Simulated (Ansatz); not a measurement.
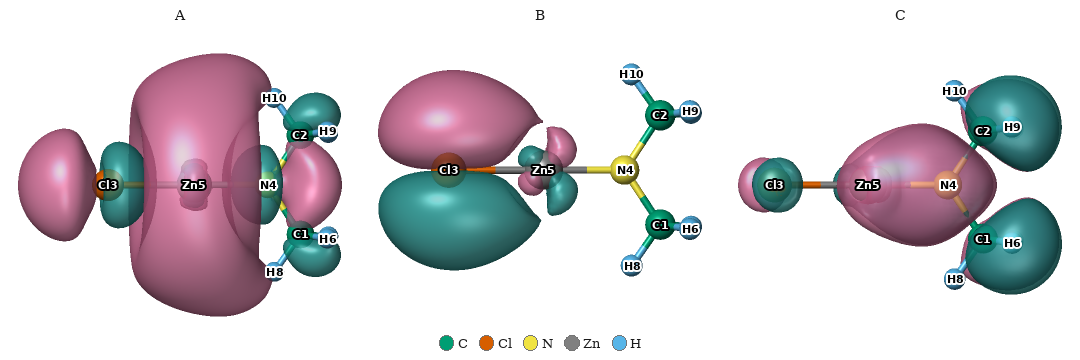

Figure. C2H6ClNZn. Three frontier orbitals at ±0.05 Å⁻³ᐟ² (teal and pink are the two phases), in no order.

Geometry: PBE0-D4/def2-SVP.

Level of theory: isolated molecule in a Gaussian basis; Kohn-Sham density functional theory, functional PBE0 in Ansatz 0.2.0.

The calculation's input:

```
crystal:
  periodic: [false, false, false]
  atoms:
    - {symbol: C, position_ang: [-1.143912, -0.509980, 0.486691]}
    - {symbol: C, position_ang: [1.225095, -0.567106, 0.094255]}
    - {symbol: Cl, position_ang: [-0.229365, 3.571199, -1.952396]}
    - {symbol: "N", position_ang: [-0.020161, 0.097426, -0.168737]}
    - {symbol: Zn, position_ang: [-0.110734, 1.722650, -0.955771]}
    - {symbol: H, position_ang: [-1.056783, -0.507072, 1.595570]}
    - {symbol: H, position_ang: [-1.269708, -1.571653, 0.185405]}
    - {symbol: H, position_ang: [-2.086514, 0.003712, 0.236779]}
    - {symbol: H, position_ang: [1.500030, -0.569245, 1.172022]}
    - {symbol: H, position_ang: [2.059974, -0.095959, -0.449633]}
    - {symbol: H, position_ang: [1.197375, -1.630973, -0.223786]}
basis:
  gaussian: {orbitals: def2-SVPD}
hamiltonian: {xc: pbe0}
output: {forces: true, orbitals: {seedname: orbitals}}
```

Run with:

```sh
ansatz run input.yaml --threads 2 --pin off --max-ram 5220MiB --events-out events.jsonl --progress --plain --runs-dir runs
```

> Order the three orbitals by energy and name them.

B is the HOMO−1 (−8.94 eV). Its weight (Hirshfeld) is mainly on Cl3 (about 90 %) and Zn5 (about 10 %); largely a lone pair of Cl3. C is the HOMO (−6.11 eV). By Hirshfeld shares it lies mainly on N4 (about 55 %), Zn5 (about 10 %), C1 (about 10 %) and C2 (about 10 %). A is the LUMO (−1.02 eV). By Hirshfeld shares it lies mainly on Zn5 (about 60 %), Cl3 (about 20 %) and N4 (about 10 %).

> What is the HOMO–LUMO gap?

5.09 eV between the orbital energies.
